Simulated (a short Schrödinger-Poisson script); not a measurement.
Stack: symmetric double-gate stack, Si3N4 on p-type Si(110), at 300 K.

```tsv
layer	material	thickness (nm)	Na (cm⁻³)
1	Si3N4	2.5	-
2	Si	4	2e18
3	Si3N4	2.5	-
```

Constants are typed, rounded textbook-type inputs, not results; the design itself was drawn at random and stands for no fabricated device. Si3N4: permittivity 7.5, conduction-band edge (eV) 1.95, gap (eV) 5.1, electron mass (mₑ) 0.5. Si: permittivity 11.7, conduction-band edge (eV) 0, gap (eV) 1.124, Nv at 300 K (cm⁻³) 3.1e19.

Channel valleys (confinement mass, in-plane density-of-states mass, number): Δ4 0.315, 0.324, 4; Δ2 0.19, 0.417, 2. At the gates, both at one voltage, the conduction-band edge of layer 1 lies 1.99 eV − eVg above the Fermi level of the channel. Gaps are held at their typed values at every temperature. Mesh 0.03 nm at interfaces.

Solved with a short Schrödinger-Poisson script written for these runs: 1D Poisson equation in equilibrium, electrons quantum, Hartree (BenDaniel-Duke, 12 states a valley, the channel's in-plane mass for all, wave functions free to enter the dielectric), parabolic valleys, classical holes, full ionisation, no traps, pinning or gate leakage.

Only gate voltages with over 1e8 electrons/cm² are shown.

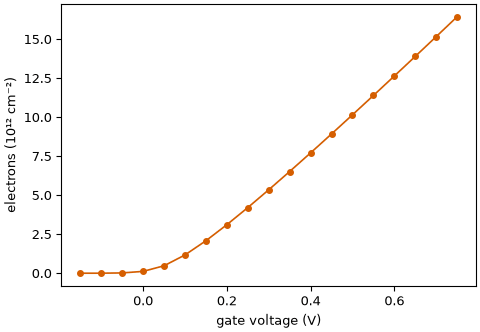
Figure. Sheet density against gate voltage

```csv
Vg (V),electrons (cm⁻²),C (μF/cm²),Δ4 E0 (meV),Δ4 E1 (meV),Δ2 E0 (meV),Δ2 E1 (meV)
-0.15,4.26e8,< 0.003,275.0,441.2,297.5,536.2
-0.1,2.94e9,0.0185,225.1,391.3,247.6,486.3
-0.05,1.98e10,0.121,175.8,341.9,198.3,436.9
0,1.18e11,0.632,129.5,295.4,152.0,390.4
0.05,4.78e11,1.74,93.2,258.3,115.6,353.1
0.1,1.17e12,2.65,69.7,233.2,91.8,327.7
0.15,2.08e12,3.15,54.3,215.8,76.2,309.9
0.2,3.11e12,3.42,43.3,202.6,65.0,296.2
0.25,4.21e12,3.60,34.9,191.8,56.3,284.9
0.3,5.35e12,3.71,28.0,182.6,49.1,275.1
0.35,6.52e12,3.80,22.2,174.3,43.1,266.4
0.4,7.71e12,3.86,17.2,166.9,37.7,258.4
0.45,8.93e12,3.91,12.7,160.0,33.0,251.0
0.5,1.02e13,3.95,8.7,153.5,28.7,244.0
0.55,1.14e13,3.99,5.0,147.4,24.8,237.4
0.6,1.26e13,4.02,1.6,141.6,21.1,231.1
0.65,1.39e13,4.05,-1.6,136.0,17.7,225.1
0.7,1.52e13,4.07,-4.6,130.7,14.5,219.3
0.75,1.64e13,4.09,-7.4,125.6,11.4,213.7
```

Subbands count from the Fermi level. The capacitance is that of both gates.
